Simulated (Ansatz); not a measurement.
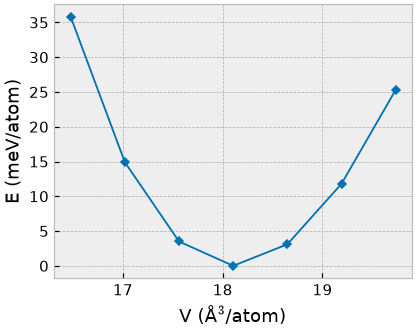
Figure: Cu (diamond, space group No. 227) under volume change, DFT-r²SCAN in the program Ansatz with PAW potentials, scaled uniformly.

Q: What does a third-order Birch–Murnaghan fit give for V₀, B₀ and B′?

A: V₀ = 18.10 Å³/atom, B₀ = 65.2 GPa, B′ = 4.8.

Space group Fd-3m (diamond). The start of the workflow was typed in or built on a structure type; neither database checked (COD, Materials Project) lists it. It is not the phase usual at ambient conditions (space group No. 225). The r²SCAN relaxation kept the symmetry of its start. At this level the phase is mechanically unstable. The run is not spin-polarised.

Potentials: the later of the program's two PAW sets.
